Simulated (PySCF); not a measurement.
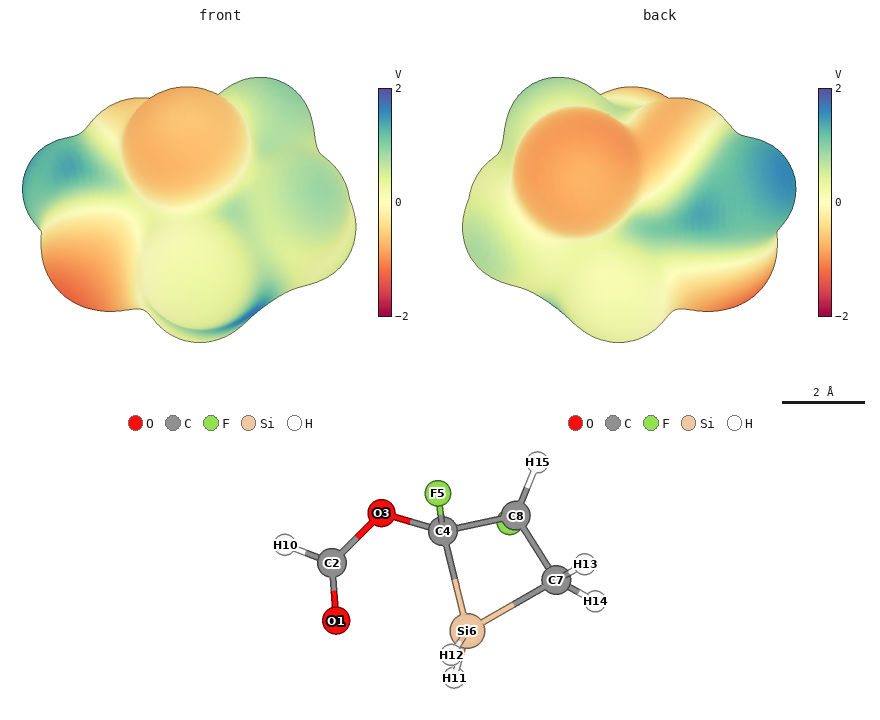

C₄H₆F₂O₂Si. The electrostatic potential painted on the density surface at 0.002 e/bohr³, seen from the front and from behind; red is negative and blue positive. The bare structure is drawn below in the same view.

Geometry: GFN2-xTB.

Computed with PBE0/pcSseg-1, SCF density, gas phase, non-relativistic in PySCF.

```yaml
atoms:
  - { symbol: O, position_ang: [1.8487, -1.4193, -0.9628] }
  - { symbol: C, position_ang: [1.8429, -1.5586, 0.2312] }
  - { symbol: O, position_ang: [1.1858, -0.8186, 1.0935] }
  - { symbol: C, position_ang: [0.4885, 0.2571, 0.5050] }
  - { symbol: F, position_ang: [1.2388, 1.3892, 0.7638] }
  - { symbol: Si, position_ang: [-0.0888, 0.1223, -1.3385] }
  - { symbol: C, position_ang: [-1.5271, 0.9782, -0.3568] }
  - { symbol: C, position_ang: [-0.9492, 0.4955, 0.9817] }
  - { symbol: F, position_ang: [-1.5125, -0.7050, 1.3410] }
  - { symbol: H, position_ang: [2.3967, -2.3514, 0.7534] }
  - { symbol: H, position_ang: [-0.5483, -1.1905, -1.7627] }
  - { symbol: H, position_ang: [0.7342, 0.9319, -2.2156] }
  - { symbol: H, position_ang: [-1.5164, 2.0644, -0.3965] }
  - { symbol: H, position_ang: [-2.5521, 0.6465, -0.4989] }
  - { symbol: H, position_ang: [-1.0457, 1.1663, 1.8404] }
```

Where is the surface potential most negative and most positive?

The most negative region (about −1.2 V) lies over O1, the most positive (about +1.6 V) over Si6 and H10. O1 is the likeliest acceptor of a hydrogen bond.

What dipole moment does the calculation give?

Its dipole moment is 0.28 D.
